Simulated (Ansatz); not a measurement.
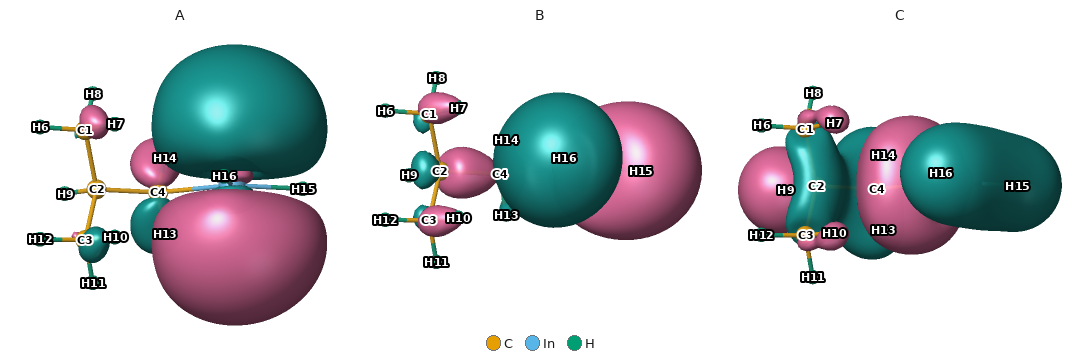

Figure. C$_{4}$H$_{11}$In (SMILES CC(C)[CH2][InH2]). Three frontier orbitals at ±0.06 Å⁻³ᐟ² (teal and pink are the two phases), in no order.

Geometry: PBE0-D4/def2-TZVP; core potentials replace the inner electrons of In.

Theory: RKS PBE0-D4/def2-TZVPP (Ansatz).

```json
{"atom": "C", "x (Å)": "0.8434", "y (Å)": "0.3289", "z (Å)": "-1.3740"}
{"atom": "C", "x (Å)": "0.3886", "y (Å)": "-0.7039", "z (Å)": "-0.3539"}
{"atom": "C", "x (Å)": "-1.0567", "y (Å)": "-1.1096", "z (Å)": "-0.6003"}
{"atom": "C", "x (Å)": "0.5997", "y (Å)": "-0.2147", "z (Å)": "1.0741"}
{"atom": "In", "x (Å)": "-0.4950", "y (Å)": "1.5578", "z (Å)": "1.6786"}
{"atom": "H", "x (Å)": "0.7541", "y (Å)": "-0.0519", "z (Å)": "-2.3948"}
{"atom": "H", "x (Å)": "0.2310", "y (Å)": "1.2354", "z (Å)": "-1.3084"}
{"atom": "H", "x (Å)": "1.8865", "y (Å)": "0.6142", "z (Å)": "-1.2128"}
{"atom": "H", "x (Å)": "1.0095", "y (Å)": "-1.6006", "z (Å)": "-0.4963"}
{"atom": "H", "x (Å)": "-1.7234", "y (Å)": "-0.2442", "z (Å)": "-0.5122"}
{"atom": "H", "x (Å)": "-1.3861", "y (Å)": "-1.8636", "z (Å)": "0.1198"}
{"atom": "H", "x (Å)": "-1.1899", "y (Å)": "-1.5233", "z (Å)": "-1.6033"}
{"atom": "H", "x (Å)": "0.3331", "y (Å)": "-0.9956", "z (Å)": "1.7957"}
{"atom": "H", "x (Å)": "1.6577", "y (Å)": "0.0067", "z (Å)": "1.2564"}
{"atom": "H", "x (Å)": "-0.2813", "y (Å)": "2.1402", "z (Å)": "3.2979"}
{"atom": "H", "x (Å)": "-1.5712", "y (Å)": "2.4241", "z (Å)": "0.6336"}
```

Q: Order the three orbitals by energy and name them.

A: B is the HOMO−1 (−7.80 eV). Its weight (Hirshfeld) is mainly on In5 (about 35 %), H15 (about 30 %) and H16 (about 25 %). C is the HOMO (−7.08 eV). By Hirshfeld shares it lies mainly on C4 (about 35 %), In5 (about 25 %), H16 (about 10 %), C2 (about 10 %) and H15 (about 5 %). A is the LUMO (−1.49 eV). It lies mainly on In5 (about 80 %).

Q: What is the HOMO–LUMO gap?

A: 5.59 eV between the orbital energies.
